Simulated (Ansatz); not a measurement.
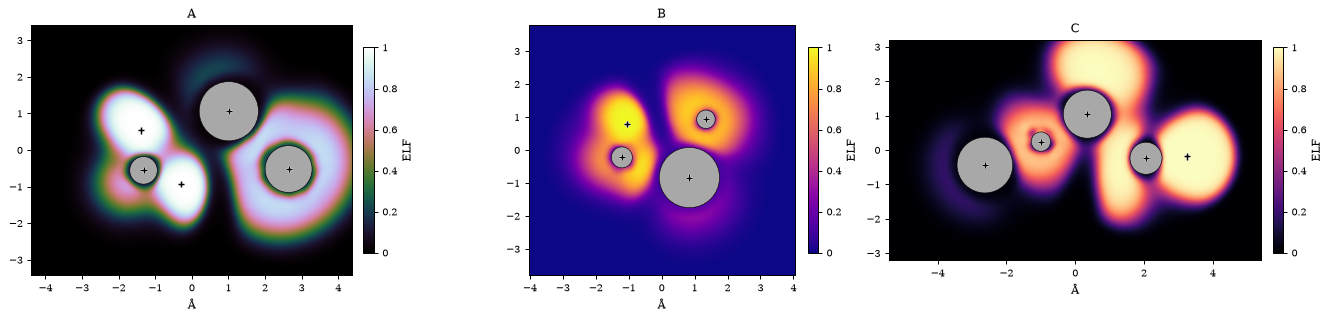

The electron localisation function of 3 systems, each on a plane through atoms (crosses mark nuclei in the plane; grey discs cover the cores).

Method: RKS PBE0-D4/def2-TZVPP (Ansatz).

System 1: GaH6NO, the plane of atoms Ga1, N2 and H5. The product side of a reaction path; geometry: PBE0-D4/def2-TZVP.

```tsv
atom	x (Å)	y (Å)	z (Å)
Ga	-0.8288	-0.4767	-0.3069
N	0.9754	0.6720	-0.3720
H	-0.5285	-1.5671	-1.3997
H	-1.9713	0.6057	-0.4275
H	1.3344	0.4344	0.5496
O	-0.4100	-0.9918	1.4062
H	1.6461	0.3853	-1.0747
H	0.8511	1.6755	-0.4281
H	-1.0683	-0.7372	2.0531
```

System 2: AlBH3OSi (SMILES B=[Si+][O][AlH2]) (charge +1), the plane of atoms Si2, O3 and Al4. Geometry: PBE0-D4/def2-TZVP.

```xyz
7

B    -2.1671   -1.4850   -0.4956
Si   -0.0644   -1.2886   -0.8039
O     0.5258   -0.0101   -0.1140
Al    1.4030    1.3588    0.5728
H    -3.0751   -2.2107   -0.7689
H     1.9360    1.0546    2.0105
H     1.4417    2.5809   -0.4010
```

System 3: AlBrH2···CH4, the plane of atoms H5, C6 and H8. The reactant side of a reaction path; geometry: PBE0-D4/def2-TZVP.

```tsv
atom	x (Å)	y (Å)	z (Å)
Al	-1.3668	-0.5811	-0.3831
Br	-0.8753	-2.7763	-0.0599
H	-1.2358	-0.0276	-1.8529
H	-2.0637	0.1793	0.8085
H	0.8911	-0.4349	0.3154
C	1.1011	0.6424	0.2953
H	1.3699	0.9459	1.3055
H	0.2526	1.2481	-0.0339
H	1.9270	0.8041	-0.3950
```

Match each panel to its system.

Panel A is system 3, AlBrH2···CH4: the plane holds Al, Br, H and C. Al1···H5 (2.37 Å): the ELF climbs to about 1 towards the hydrogen. Panel B is system 1, GaH6NO: the plane holds Ga, N, H and O. Ga–O (1.84 Å): the ELF peaks at about 0.85 in the valence shell of O, 0.6 Å from its nucleus, and is about 0.20 at the midpoint. Panel C is system 2, AlBH3OSi: the plane holds B, Si, O, Al and H. Si–O (1.57 Å): the ELF peaks at about 0.85 between the atoms; a polar covalent bond.
